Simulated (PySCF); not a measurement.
# [NH3]+ (SMILES [NH3+]): UPBE0/SBKJC (core potential)

What is the energy change on altering one bond length of [NH3]+ at UPBE0/SBKJC (core potential)? 

The results are computed with PySCF 2.14.0.

12 further runs of the same task are left out: 1 that didn't finish, 11 set aside as unsound or not needed.

### Step 1. The molecule

[NH3]+: 4 atoms, total charge +1, spin state doublet. SMILES: `[NH3+]`. The shape is that of a GFN2-xTB optimisation.

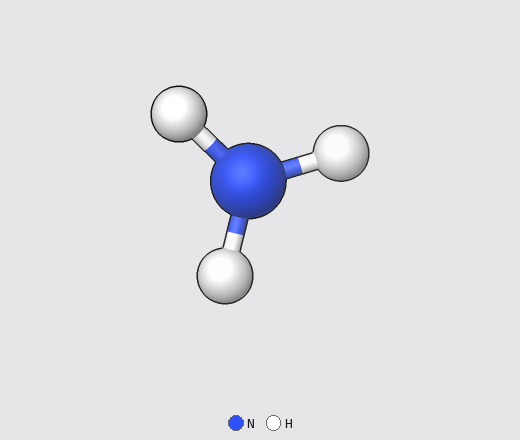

The structure, seen from a chosen angle (nitrogen blue, hydrogen white).

### Step 2. A single-point energy at UPBE0/SBKJC (core potential)

input.py reads:

```python
from pyscf import gto, dft

mol = gto.M(
    atom='''
N      0.000265    -0.001550    -0.000624
H      0.965083    -0.451172     1.623842
H     -1.881147    -0.452627    -0.169716
H      0.915799     0.905330    -1.453502
''',
    unit='bohr',
    max_memory=1860,
    ecp={'N': 'sbkjc'},
    basis='sbkjc',
    charge=1,
    verbose=3,
    spin=1,
)

mf = dft.UKS(mol, xc='pbe0')
mf.grids.level = 5
mf.conv_tol = 1e-10
mf.kernel()
if not mf.converged:
    mf = mf.newton().run(mf.mo_coeff, mf.mo_occ)

energy = mf.e_tot
print('Final energy', energy)
```

Run with:

```console
$ OMP_NUM_THREADS=1 python input.py
```

Output:

```text
WARN: HOMO -0.0810144489508184 >= LUMO -0.0810144489508188

converged SCF energy = -11.3172774470589  <S^2> = 0.75354721  2S+1 = 2.0035441
Final energy -11.317277447058853
```

Wall time 1.9 s (1 thread of Arm Neoverse V2, shared host); peak memory 0.17 GiB.

### Step 3. The distorted shape

input.py reads:

```python
from pyscf import gto, dft

mol = gto.M(
    atom=[
    ('N', (-0.242091, -0.240761, 0.384071)),
    ('H', (0.268469, -0.478691, 1.243701)),
    ('H', (-1.237691, -0.479461, 0.294591)),
    ('H', (0.484620, 0.479080, -0.769160)),
],
    ecp={'N': 'sbkjc'},
    basis='sbkjc',
    charge=1,
    max_memory=1860,
    verbose=4,
    spin=1,
)

mf = dft.UKS(mol)
mf.xc = 'pbe0'
mf.conv_tol = 1e-10
mf.grids.level = 5
mf.kernel()
if not mf.converged:
    mf = mf.newton().run(mf.mo_coeff, mf.mo_occ)

energy = mf.e_tot
print('Final energy', energy)
```

Run with:

```console
$ OMP_NUM_THREADS=1 python input.py
```

Output:

```text
PySCF version 2.14.0

[INPUT] num. atoms = 4
[INPUT] num. electrons = 7
[INPUT] charge = 1
[INPUT] spin (= nelec alpha-beta = 2S) = 1
[INPUT] symmetry False subgroup None
[INPUT] Mole.unit = angstrom
[INPUT] Symbol           X                Y                Z      unit          X                Y                Z       unit  Magmom
[INPUT]  1 N     -0.242091000000  -0.240761000000   0.384071000000 AA   -0.457485687222  -0.454972351476   0.725789002388 Bohr   0.0
[INPUT]  2 H      0.268469000000  -0.478691000000   1.243701000000 AA    0.507332882936  -0.904594888294   2.350254270848 Bohr   0.0
[INPUT]  3 H     -1.237691000000  -0.479461000000   0.294591000000 AA   -2.338897016839  -0.906049977410   0.556696308762 Bohr   0.0
[INPUT]  4 H      0.484620000000   0.479080000000  -0.769160000000 AA    0.915799074487   0.905329991757  -1.453501745970 Bohr   0.0

[... 40 lines left out ...]
WARN: HOMO -0.0593815856792309 >= LUMO -0.0593815856792305
[... 42 lines left out ...]
converged SCF energy = -11.2354653231107  <S^2> = 0.76402485  2S+1 = 2.013976
Final energy -11.235465323110683
```

Run time: 2 s. Hardware: 1 thread of Arm Neoverse V2, shared host; peak memory 0.17 GiB.

### Step 4. Outcome

Level: UPBE0/SBKJC (core potential).

| quantity | value |
| --- | --- |
| first shape: total energy | -11.31728 Eh |
| first shape: HOMO energy (highest over α and β) | -19.92 eV |
| first shape: LUMO energy (lowest over α and β) | -12.52 eV |
| first shape: ⟨S²⟩ | 0.754 |
| distorted shape: total energy | -11.23547 Eh |
| distorted shape: HOMO energy (highest over α and β) | -18.97 eV |
| distorted shape: LUMO energy (lowest over α and β) | -11.58 eV |
| distorted shape: ⟨S²⟩ | 0.764 |
| energy change with the N1–H4 bond stretched from 1.028 to 1.541 Å | 2.226 eV |

With the N1–H4 bond stretched from 1.028 to 1.541 Å the energy rises by 2.23 eV (215 kJ/mol). The first shape isn't relaxed at this level, so the change isn't measured from a minimum.
